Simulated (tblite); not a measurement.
# H40Hf6O32: the cost of one run

Computed with tblite 0.8.0 and PySCF 2.14.0 and routines of our own; the level stands in each step. Atoms count from 0.

### 1 The starting structure

78 atoms, charge 0, multiplicity 1; geometry from: force field, distance geometry or constructed start.

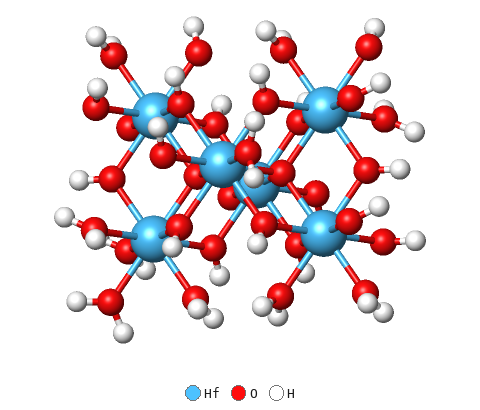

The starting geometry (hafnium blue, oxygen red, hydrogen white); sticks join atoms by distance alone.

### 2 Geometry optimisation with GFN2-xTB

The job: settings as JSON, then the geometry in Å.

```
{"job": {"kind": "relax", "xc": "GFN2-xTB", "basis": "xTB"}, "charge": 0, "multiplicity": 1}
Hf     1.336100     2.496300    -1.334300
Hf    -1.212000    -0.039300    -1.339600
Hf     1.336400    -2.584200    -1.331700
Hf    -1.209500     2.502500     1.201100
Hf     1.330200    -0.043100     1.210700
Hf    -1.212100    -2.582400     1.204700
O      0.061300     3.769800    -0.066000
O      0.064600     3.770800    -2.601200
O      2.603900     3.766000    -2.603100
O      2.598400     3.767300    -0.061100
O      0.059100     1.226900    -0.064800
O      2.598700     1.226100    -0.062700
O      0.057800     1.228800    -2.597700
O      2.603400     1.227500    -2.605400
O     -2.481000     1.233200    -0.062500
O     -2.480700     1.228700    -2.596400
O     -2.478400    -1.310000    -2.601800
O     -2.479900    -1.315300    -0.063700
O      0.060600    -1.310100    -0.060200
O      0.064000    -1.311000    -2.600000
O      0.058900    -3.848100    -0.061200
O      2.600300    -3.850400    -0.062900
O      0.064600    -3.847300    -2.596100
O      2.597000    -3.856200    -2.604200
O      2.601700    -1.309300    -2.601800
O      2.595100    -1.312800    -0.060200
O     -2.478100     3.770400    -0.063400
O     -2.479400     3.768700     2.478500
O     -2.478200     1.228500     2.475300
O      0.062300     3.768500     2.480700
O      0.064800     1.228700     2.476200
O      0.059300    -1.310600     2.477500
O      2.600200     1.228200     2.475400
O      2.603300    -1.313200     2.481000
O     -2.477600    -3.850100    -0.066000
O     -2.478300    -3.849700     2.474400
O     -2.479600    -1.311800     2.473200
O      0.062100    -3.849400     2.474700
H     -3.366500    -4.161500     2.199800
H     -2.206200    -4.154200     3.367300
H      3.489900    -1.008500    -2.321500
H      2.329700    -1.011800    -3.487800
H     -2.196500    -1.005200     3.362500
H     -3.365000    -1.006700     2.198100
H     -2.205100     4.658600    -0.366000
H     -3.369500     3.492300    -0.371800
H     -3.365200     3.490800     2.782400
H     -2.201700     4.659500     2.785300
H      3.491600    -1.617200     2.200100
H      2.325700    -1.616900     3.368100
H     -0.245400    -3.581800    -3.488400
H     -0.237900    -4.739400    -2.325600
H     -2.201800     0.922000     3.366200
H     -3.371000     0.920800     2.196900
H      0.367600     3.489800     3.367600
H      0.366400     4.659900     2.200500
H      3.496600     4.068100    -2.327200
H      2.326500     4.081400    -3.492200
H     -3.457700    -1.281700    -2.567700
H      2.906000     1.507500    -3.492500
H      0.363100    -4.739800     2.201400
H      2.910800    -4.741000    -0.342000
H      2.571900    -3.820300    -3.580900
H     -2.448100    -4.827400    -0.030600
H     -0.238800     3.494000    -3.489500
H      3.485100     3.492500     0.244300
H      3.582600     1.200200     2.445200
H     -2.445400     1.195400    -3.575800
H      0.057200    -1.317200    -3.587700
H     -3.461500     1.224700    -0.056800
H     -3.459800    -1.315900    -0.059400
H      0.059400    -4.835600    -0.060100
H      0.063100     4.746800    -0.058500
H      0.061600     1.233000    -3.581200
H      0.065900    -1.311600     3.453600
H      3.588500     1.226500    -0.063300
H      3.579100    -1.312500    -0.062000
H      0.061800     1.230100     3.462700
```

Started as:

```
> OMP_NUM_THREADS=8 python large_run.py task.json out
```

One launch serves the whole session: the jobs run in the order shown.

Q: Estimate the wall time and peak memory of this first job on 8 threads of Intel Xeon Platinum 8488C, shared host.

About 68 s, with a peak of 0.14 GiB.
